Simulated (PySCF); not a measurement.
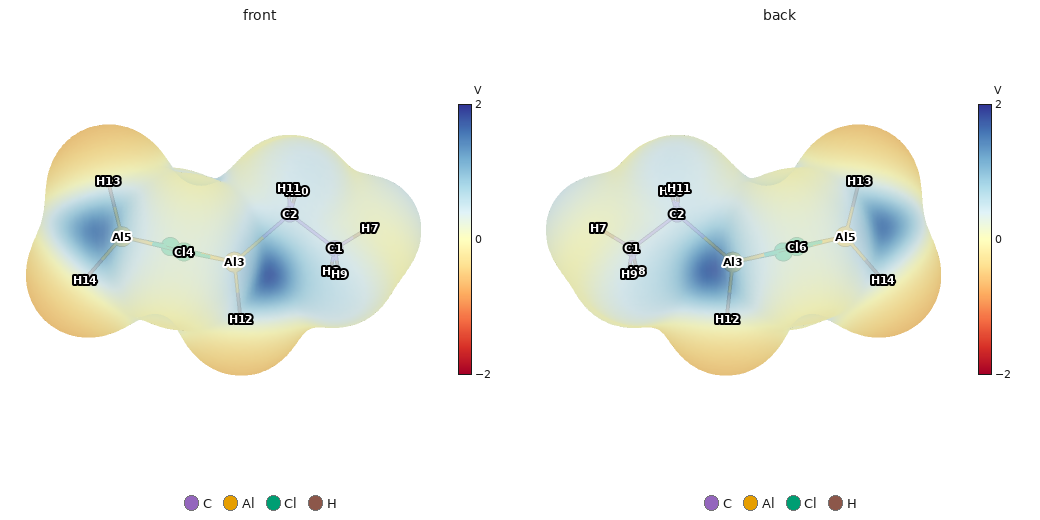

Figure 1: C2H8Al2Cl2 (SMILES C[CH2][AlH-]1[Cl+][AlH2-][Cl+]1). The molecular electrostatic potential painted on the density surface at 0.001 e/bohr³, seen from the front and from behind; red is negative and blue positive.

Geometry: GFN2-xTB.

Computed with CAM-B3LYP/def2-SVPD, SCF density, gas phase in PySCF.

The calculation's input:

```
{"job": {"kind": "uv", "xc": "CAM-B3LYP", "basis": "def2-SVPD", "nstates": 8, "ntriplets": 3}, "charge": 0, "multiplicity": 1}
C     -2.521691     0.171928    -0.078016
C     -1.268908     0.389237     0.790607
Al     0.197420     0.252180    -0.539733
Cl     1.682786     1.901940    -0.498759
Al     3.274105     0.510809     0.032628
Cl     1.845867    -1.134112     0.000430
H     -3.438328     0.208124     0.509580
H     -2.474785    -0.795282    -0.578513
H     -2.584341     0.933383    -0.855328
H     -1.368806     1.353288     1.308763
H     -1.269182    -0.363963     1.591107
H     -0.018229    -0.009002    -2.045178
H      3.694680     0.774184     1.492723
H      4.248734     0.366863    -1.152478
```

Command:

```sh
OMP_NUM_THREADS=1 python probes_run.py task.json out
```

> Where is the surface potential most negative and most positive?

The most negative region (about −0.5 V) lies over H12, H13 and H14, the most positive (about +1.6 V) over Al3.
